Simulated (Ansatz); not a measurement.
# Al + HCl (AlHCl) radical: an exchange reaction of three atoms

Aim: map the energy of Al + HCl (the system Al + ClH), spin multiplicity 2 over two coordinates, and find its wells, ridges and stiffness.

Method: UKS PBE0-D4/def2-SVPD; program: Ansatz 0.2.0.

### Step 1. The part Al radical alone, at the geometry typed

Input file input.yaml:

```yaml
crystal:
  periodic: [false, false, false]
  atoms:
    - { symbol: Al, position_ang: [0.0, 0.0, 0.0] }
magnetization:
  spin_polarized: true
  initial_magnetization: 1
basis:
  gaussian: { orbitals: def2-SVPD }
hamiltonian:
  xc: pbe0
```

The run is started by

```
> ansatz run input.yaml --threads 1 --pin off --max-ram 2560MiB --backend cpu --events-out ev --progress --plain --runs-dir out
```

Log:

```text
Warning: RAYON_NUM_THREADS=1 ignored (pool sized by the plan → 1); use --threads N
Engine: ansatz 0.2.0, aarch64-unknown-linux-gnu
Functional definition: PBE0
  parameter a = 0.25
  parameter kappa = 0.804
  parameter beta = 0.06672455060314922
  exchange = (1 - a)*pbe_x(kappa = kappa, mu = beta*pi^2/3) + a*exact_x
  correlation = pbe_c(beta = beta)
129 factors; integrals over basis functions are off by at most 2.3e-4 eV
mean field evaluation 1: about -6589.6072 eV, gradient 1.5e0 eV
mean field evaluation 2: about -6589.6478 eV, gradient 3.8e-1 eV
mean field evaluation 4: about -6589.6506 eV, gradient 3.4e-2 eV
mean field evaluation 8: about -6589.6507 eV, gradient 4.3e-5 eV
mean field -6589.65065056 eV, -242.1651947823 hartree, gradient 4.3e-5 eV, S^2 0.756178; 0 other end points of the search recorded, 0 dependent functions left out
reference -6589.65066965 eV, -242.1651954839 hartree; 7, 6 occupied and 17, 18 virtual orbitals, 129 factors
Total energy: -6589.65066965 eV, -242.1651954839 hartree
```

It took 0.3 s on 1 thread of Arm Neoverse V1, shared host; peak memory 0.069 GiB.

### Step 2. Reference run: HCl, relaxed

Input file input.yaml:

```yaml
crystal:
  periodic: [false, false, false]
  atoms:
    - { symbol: H, position_ang: [0.0, 0.0, 0.0] }
    - { symbol: Cl, position_ang: [1.33, 0.0, 0.0] }
basis:
  gaussian: { orbitals: def2-SVPD }
hamiltonian:
  xc: pbe0
  dispersion: d4
output:
  forces: true
relax:
  f_tol: 0.003
  max_steps: 120
```

The run is started by

```
> ansatz run input.yaml --threads 1 --pin off --max-ram 2560MiB --backend cpu --events-out ev --progress --plain --runs-dir out
```

Log, cut to the lines that bear on the results:

```text
Warning: RAYON_NUM_THREADS=1 ignored (pool sized by the plan → 1); use --threads N
[...]
[... 1 set-up line as earlier in the session ...]
[...]
347 factors; integrals over basis functions are off by at most 2.0e-4 eV
[...]
mean field -12531.17509491 eV, -460.5121908024 hartree, gradient 4.3e-5 eV, S^2 0.000000; 0 other end points of the search recorded, 0 dependent functions left out
[...]
reference -12531.17512251 eV, -460.5121918166 hartree; 9, 9 occupied and 26, 26 virtual orbitals, 347 factors
relax step   1: F+E_penalty+E_count = -12531.17971135 eV  Δ(F+E_penalty+E_count) = +0.000e0 eV  max|allowed force component| = 1.209e0 eV/Å  Δτ_max = 0.0000 Å  (19 SCF iters, accepted)
[...]
relax step   4: F+E_penalty+E_count = -12531.20594819 eV  Δ(F+E_penalty+E_count) = -1.309e-5 eV  max|allowed force component| = 1.441e-2 eV/Å  Δτ_max = 0.0007 Å  (16 SCF iters, accepted)
[...]
relax step   5: F+E_penalty+E_count = -12531.20595140 eV  Δ(F+E_penalty+E_count) = -3.213e-6 eV  max|allowed force component| = 4.484e-7 eV/Å  Δτ_max = 0.0002 Å  (16 SCF iters, accepted)
347 factors; integrals over basis functions are off by at most 1.6e-4 eV
mean field -12531.20136617 eV, -460.5131562532 hartree, gradient 4.0e-6 eV, S^2 0.000000; 1 other end points of the search recorded, 0 dependent functions left out
[...]
reference -12531.20139384 eV, -460.5131572702 hartree; 9, 9 occupied and 26, 26 virtual orbitals, 347 factors
Total energy: -12531.20597908 eV, -460.5133257746 hartree
Atom 0 at     0.020909     0.000000     0.000000 Å, force     0.000000     0.000000    -0.000000 eV/Å
Atom 1 at     1.309091    -0.000000    -0.000000 Å, force    -0.000000    -0.000000     0.000000 eV/Å
Dipole moment:    -0.244233    -0.000000    -0.000000 e Å
```

Run time: 1.9 s. Hardware: 1 thread of Arm Neoverse V1, shared host; peak memory 0.081 GiB.

Relaxation path:

```csv
step,energy from step 1 (eV),largest force component (eV/Å)
1,0.0000,1.2087
2,-0.0227,0.4689
3,-0.0262,0.0325
4,-0.0262,0.0144
5,-0.0262,0.0000
```

The bond:

```csv
bond,before (Å),after (Å),change (Å)
H1–Cl2,1.330,1.288,-0.042
```

### Step 3. The grid

- distance Al1–H2: 17 values from 1.216 to 3.616 Å
- distance H2–Cl3: 17 values from 1.064 to 3.464 Å

Nothing else is relaxed (the angle Al1–H2–Cl3 is fixed at 180 degrees). Energies count from Al far from the relaxed HCl (each part in its own basis). Points are written as (first, second).

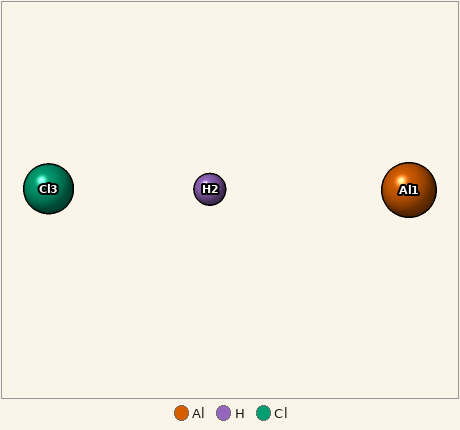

The geometry at (2.519 Å, 2.039 Å).

Below, 3 of the grid's runs; all are launched alike.

### Step 4. Grid point (2.519 Å, 2.039 Å)

Input file input.yaml:

```yaml
crystal:
  periodic: [false, false, false]
  atoms:
    - { symbol: Al, position_ang: [-2.519, 0.0, 0.0] }
    - { symbol: H, position_ang: [0.0, 0.0, 0.0] }
    - { symbol: Cl, position_ang: [2.039, 0.0, 0.0] }
magnetization:
  spin_polarized: true
  initial_magnetization: 1
basis:
  gaussian: { orbitals: def2-SVPD }
hamiltonian:
  xc: pbe0
  dispersion: d4
output:
  forces: true
```

The run is started by

```
> ansatz run input.yaml --threads 1 --pin off --max-ram 2560MiB --backend cpu --events-out ev --progress --plain --runs-dir out
```

Log, cut to the lines that bear on the results:

```text
Warning: RAYON_NUM_THREADS=1 ignored (pool sized by the plan → 1); use --threads N
[...]
[... 1 set-up line as earlier in the session ...]
[...]
536 factors; integrals over basis functions are off by at most 7.9e-4 eV
[...]
mean field -19119.63143537 eV, -702.6334954982 hartree, gradient 4.3e-5 eV, S^2 0.760808; 1 other end points of the search recorded, 0 dependent functions left out
[...]
reference -19119.63146481 eV, -702.6334965800 hartree; 16, 15 occupied and 43, 44 virtual orbitals, 536 factors
Total energy: -19119.67090566 eV, -702.6349460048 hartree
Atom 0 at    -2.519000     0.000000     0.000000 Å, force     1.285944    -0.000000    -0.000000 eV/Å
Atom 1 at     0.000000     0.000000     0.000000 Å, force     0.772128     0.000000     0.000000 eV/Å
Atom 2 at     2.039000     0.000000     0.000000 Å, force    -2.058072    -0.000000    -0.000000 eV/Å
Dipole moment:    -1.924350     0.000000     0.000000 e Å
```

Run time: 2.2 s. Hardware: 1 thread of Arm Neoverse V1, shared host; peak memory 0.12 GiB.

Energy on the map's scale: 114 kJ/mol.

### Step 5. The run at (2.519 Å, 1.336 Å)

Changes to input.yaml since step 4:

```diff
@@ -5,3 +5,3 @@
     - { symbol: H, position_ang: [0.0, 0.0, 0.0] }
-    - { symbol: Cl, position_ang: [2.039, 0.0, 0.0] }
+    - { symbol: Cl, position_ang: [1.336, 0.0, 0.0] }
 magnetization:
```

The run is started by

```
> ansatz run input.yaml --threads 1 --pin off --max-ram 2560MiB --backend cpu --events-out ev --progress --plain --runs-dir out
```

Log, cut to the lines that bear on the results:

```text
Warning: RAYON_NUM_THREADS=1 ignored (pool sized by the plan → 1); use --threads N
[...]
[... 1 set-up line as earlier in the session ...]
[...]
538 factors; integrals over basis functions are off by at most 1.2e-3 eV
[...]
mean field -19121.12441554 eV, -702.6883615076 hartree, gradient 1.6e-5 eV, S^2 0.757131; 1 other end points of the search recorded, 0 dependent functions left out
[...]
reference -19121.12444473 eV, -702.6883625803 hartree; 16, 15 occupied and 43, 44 virtual orbitals, 538 factors
Total energy: -19121.16579917 eV, -702.6898823277 hartree
Atom 0 at    -2.519000     0.000000     0.000000 Å, force     0.053705    -0.000000    -0.000000 eV/Å
Atom 1 at     0.000000     0.000000     0.000000 Å, force    -0.197476     0.000000     0.000000 eV/Å
Atom 2 at     1.336000     0.000000     0.000000 Å, force     0.143771    -0.000000    -0.000000 eV/Å
Dipole moment:    -0.644940    -0.000000     0.000000 e Å
```

It took 2.4 s on 1 thread of Arm Neoverse V1, shared host; peak memory 0.12 GiB.

Energy on the map's scale: −30 kJ/mol.

### Step 6. The run at (2.352 Å, 1.460 Å)

Input file input.yaml:

```yaml
crystal:
  periodic: [false, false, false]
  atoms:
    - { symbol: Al, position_ang: [-2.352, 0.0, 0.0] }
    - { symbol: H, position_ang: [0.0, 0.0, 0.0] }
    - { symbol: Cl, position_ang: [1.46, 0.0, 0.0] }
magnetization:
  spin_polarized: true
  initial_magnetization: 1
basis:
  gaussian: { orbitals: def2-SVPD }
hamiltonian:
  xc: pbe0
  dispersion: d4
output:
  forces: true
```

The run is started by

```
> ansatz run input.yaml --threads 1 --pin off --max-ram 2560MiB --backend cpu --events-out ev --progress --plain --runs-dir out
```

Log, cut to the lines that bear on the results:

```text
Warning: RAYON_NUM_THREADS=1 ignored (pool sized by the plan → 1); use --threads N
[...]
[... 1 set-up line as earlier in the session ...]
[...]
538 factors; integrals over basis functions are off by at most 1.5e-3 eV
[...]
mean field -19121.05549337 eV, -702.6858286643 hartree, gradient 3.1e-6 eV, S^2 0.757757; 1 other end points of the search recorded, 0 dependent functions left out
[...]
reference -19121.05552240 eV, -702.6858297313 hartree; 16, 15 occupied and 43, 44 virtual orbitals, 538 factors
Total energy: -19121.09801956 eV, -702.6873914732 hartree
Atom 0 at    -2.352000     0.000000     0.000000 Å, force     0.245496    -0.000000     0.000000 eV/Å
Atom 1 at     0.000000     0.000000     0.000000 Å, force     1.106652     0.000000    -0.000000 eV/Å
Atom 2 at     1.460000     0.000000     0.000000 Å, force    -1.352149    -0.000000     0.000000 eV/Å
Dipole moment:    -0.881312    -0.000000     0.000000 e Å
```

Wall time 2.1 s (1 thread of Arm Neoverse V1, shared host); peak memory 0.12 GiB.

On the map this point reads −23 kJ/mol.

### Step 7. All points together

289 points were computed. Energies in kJ/mol, from Al far from the relaxed HCl (each part in its own basis); the table lists every other line.

```
distance H2–Cl3 (Å) ↓, distance Al1–H2 (Å) →  1.216  1.377  1.612  1.887  2.191  2.519  2.867  3.234  3.616
                                       3.464    294    171    118    135    185    243    296    333    353
                                       3.082    281    159    105    122    171    228    281    322    346
                                       2.715    262    140     86    102    149    204    256    300    327
                                       2.367    240    117     61     73    116    168    215    254    284
                                       2.039    221     94     31     36     71    114    153    185    209
                                       1.735    224     86      9     −2     17     45     72     94    111
                                       1.460    281    124     19    −20    −26    −19     −7      4     13
                                       1.225    395    230    108     35      1    −12    −13    −10     −7
                                       1.064    551    380    247    175    141    118    110    109    110
```

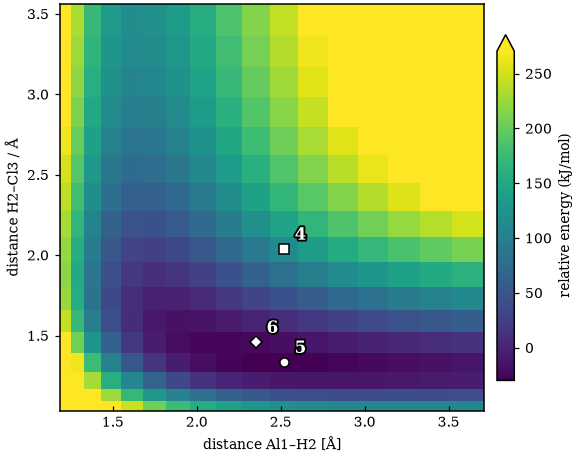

The map; numbers mark the steps of this session that print a point's run. Drawn: one coloured cell a grid point, one colour for all values above the top of the scale.

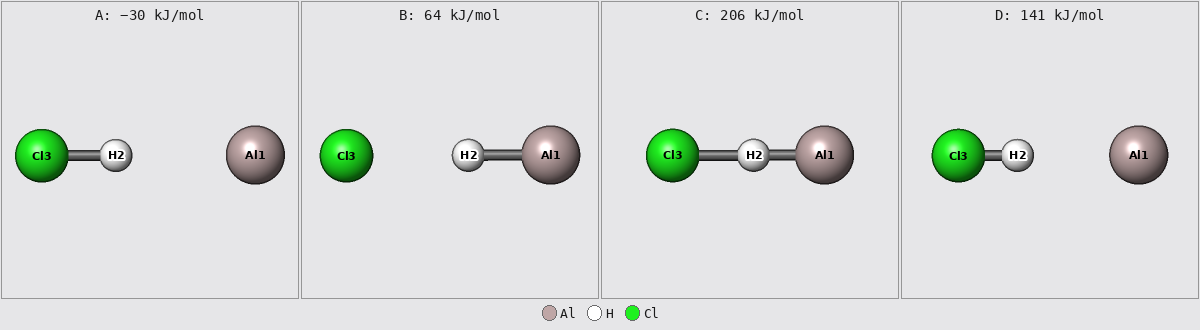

Structures on the grid, at one scale: A at (2.519 Å, 1.336 Å); B at (1.488 Å, 2.200 Å); C at (1.281 Å, 1.460 Å); D at (2.191 Å, 1.064 Å).

On the same grid, dipole moment (D):

| distance H2–Cl3 (Å) ↓, distance Al1–H2 (Å) → | 1.216 | 1.377 | 1.612 | 1.887 | 2.191 | 2.519 | 2.867 | 3.234 | 3.616 |
| --- | --- | --- | --- | --- | --- | --- | --- | --- | --- |
| 3.464 | 5.8 | 5.7 | 5.7 | 6.3 | 7.7 | 10.0 | 12.7 | 14.3 | 15.0 |
| 3.082 | 6.0 | 5.9 | 6.0 | 6.7 | 8.1 | 10.3 | 12.9 | 14.7 | 15.1 |
| 2.715 | 6.1 | 6.1 | 6.3 | 7.1 | 8.5 | 10.5 | 12.7 | 15.0 | 14.8 |
| 2.367 | 6.0 | 6.1 | 6.5 | 7.4 | 8.7 | 10.4 | 12.0 | 13.3 | 14.4 |
| 2.039 | 5.4 | 5.7 | 6.3 | 7.2 | 8.2 | 9.2 | 9.9 | 10.3 | 10.3 |
| 1.735 | 4.2 | 4.7 | 5.4 | 6.0 | 6.6 | 6.9 | 6.8 | 6.5 | 6.1 |
| 1.460 | 2.5 | 3.0 | 3.6 | 4.0 | 4.2 | 4.2 | 4.0 | 3.6 | 3.2 |
| 1.225 | 0.6 | 0.0 | 0.9 | 1.8 | 2.1 | 2.3 | 2.3 | 2.2 | 2.0 |
| 1.064 | 1.8 | 1.1 | 0.3 | 0.4 | 1.0 | 1.3 | 1.5 | 1.6 | 1.6 |

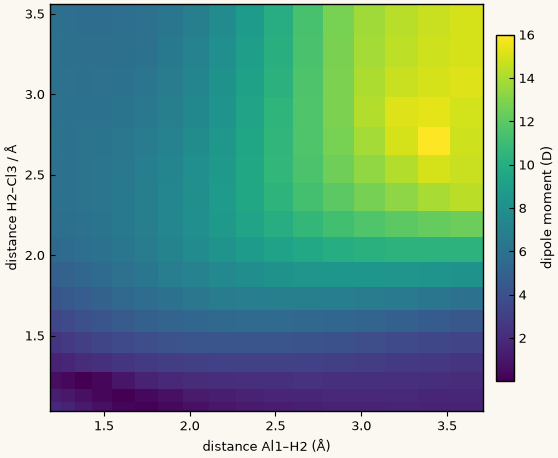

The dipole moment over the grid. Drawn: one coloured cell a grid point.

### Step 8. What came out

| quantity | value |
| --- | --- |
| lowest point | (2.519 Å, 1.336 Å), −30 kJ/mol |
| highest computed point | (1.216 Å, 1.064 Å), 581 kJ/mol above the lowest |
| dipole moment (D) | 0.0 at (1.377 Å, 1.225 Å) to 16.0 at (3.423 Å, 2.715 Å); 3.1 at the lowest point |
| time for the whole task | 19 min on 1 thread, shared host |

The lowest computed point is at (2.519 Å, 1.336 Å), −30 kJ/mol from Al far from the relaxed HCl (each part in its own basis). No other kind of well shows on this grid. The highest computed point, (1.216 Å, 1.064 Å), lies 581 kJ/mol above the lowest. Round the minimum the valley is strongly tilted: raising distance Al1–H2 shifts the best value of distance H2–Cl3 downwards (coupling k₁₂/√(k₁₁k₂₂) about 0.6). Between some neighbouring points the energy changes steeply, from close contacts of the rigid frames or a change of state; the map doesn't tell which.
